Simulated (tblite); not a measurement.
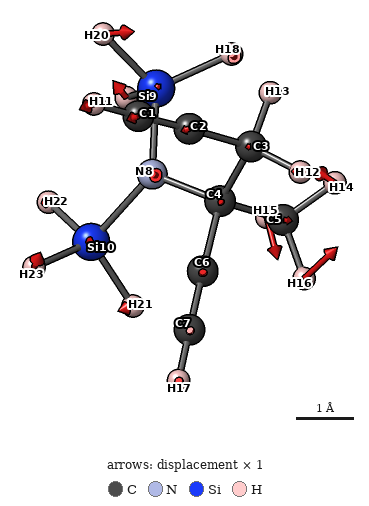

A relaxation of C$_{7}$H$_{13}$NSi$_{2}$. The starting structure is drawn; red arrows show the displacements, at their true length. The two geometries are superimposed by the best rigid fit.

The picture is a ball-and-stick view, seen from a free direction.

The calculation used tblite 0.8.0, GFN2-xTB geometry optimisation, gas phase. 

Q: Atoms of which element are displaced furthest, and by how much?

A: Hydrogen: up to 0.91 Å, against 0.36 Å for nitrogen.

Q: What happened in the run?

A: The energy falls by 14.9 kcal/mol in 87 geometry steps. The atom that moves furthest after the best rigid fit is an H atom (0.91 Å). Largest moves by element: H 0.91 Å, N 0.36 Å, C 0.28 Å, Si 0.15 Å. Some distances before and after: C–Si 2.904 → 2.818 Å, C–N 1.413 → 1.459 Å, C–H 1.132 → 1.087 Å, C–C 1.495 → 1.537 Å. Bond angles that change, for instance: Si–N–Si 113.3° → 123.1°, H–Si–H 105.1° → 111.0°, C–C–N 115.9° → 110.2°. Groups turn about C–C by about 50°.
